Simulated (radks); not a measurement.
**W⁺ in [Xe] 4f14 5d4 6s1: an all-electron calculation**

What are the levels of the tungsten ion W+, how large are its shells, and how does its energy divide?

The numbers are computed with radks (a radial shooting solver on a logarithmic mesh, Libxc functionals) version 1 (scalar-relativistic Kohn-Sham, PBE, spin-unpolarised, spherical densities, finite nucleus), except any that are marked as measured or tabulated.

### 1 The system

```
element            : tungsten (Z = 74)
charge             : +1
electrons          : 73
configuration      : [Xe] 4f14 5d4 6s1
nuclear rms radius : 5.3658 fm
```

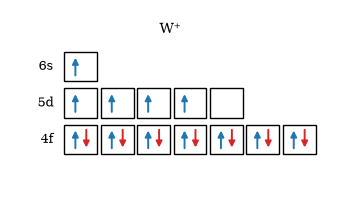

The shells outside the core, filled by Hund's rule for the drawing.

### 2 The calculation

Settings of this run:

```text
Z 74
configuration [Xe] 4f14 5d4 6s1 6p0 7s0
relativity scalar-relativistic
functional pbe,pbe
spin unpolarised
nucleus finite rms 5.3658 fm
c 137.035999084
```

The run is started by

```
$ python run_ks.py task.json out
```

The same process makes all the runs of this session.

Q: Predict the outcome of this run.

As calculated:

```
                        quantity                value
                    total energy  -16139.6614 hartree
exchange-correlation share of it               2.00 %
                            −T/E               1.1015
          highest occupied level       5d, -11.729 eV
    most extended occupied level  6s, <r> = 2.96 bohr
 radius at density 0.001 e/bohr³            4.31 bohr
    maxima of the radial density                    4
         ionisation energy, NIST  16.4 (semi-emp.) eV
```

What this shows: The radial density shows 4 maxima for 6 occupied principal shells; where shells overlap, one shows as a shoulder or not at all. −T/E is 1.101: with relativity the kinetic term as defined here no longer equals −E. The top level binds by 11.729 eV, 72 % of the NIST ionisation energy of 16.4 eV; the potential of a semilocal functional falls off too fast, so its top eigenvalue is too shallow. Spin polarisation and multiplet splitting are left out. Spin-orbit splitting is averaged out at the scalar-relativistic level.
